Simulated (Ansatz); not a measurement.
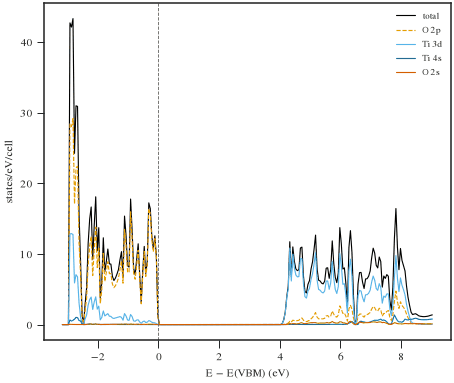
Fig. 1. Total and projected density of states of TiO₂ in space group P3_121 (No. 152; Ti on 3a, O on 6c), the program Ansatz at the r²SCAN level (PAW)

Problem. Which orbitals carry the states next to the gap?

Solution. Top 1 eV of the valence band: O 2p 93 %. Bottom 1 eV of the conduction band: Ti 3d 88 %, O 2p 7 %. Projections are on Löwdin-orthogonalised atomic valence shells; empty p or d shells of many metals are not among them.

Problem. Where is the tallest occupied peak in this window, and what makes it?

Solution. Near -2.8 eV, about 43 states/eV per cell; the largest projected share is O 2p.

The first step of the workflow began from a Materials Project structure, measured or hypothetical; the Crystallography Open Database files this formula in space group No. 152, but the cells were not matched. It is not the phase usual at ambient conditions (space group No. 61, 136, 141). The cell was relaxed with r²SCAN under the symmetry of its start. At this level the phase is dynamically unstable (imaginary phonons). No spin polarisation was allowed.

Potentials: the earlier of the program's two PAW sets.
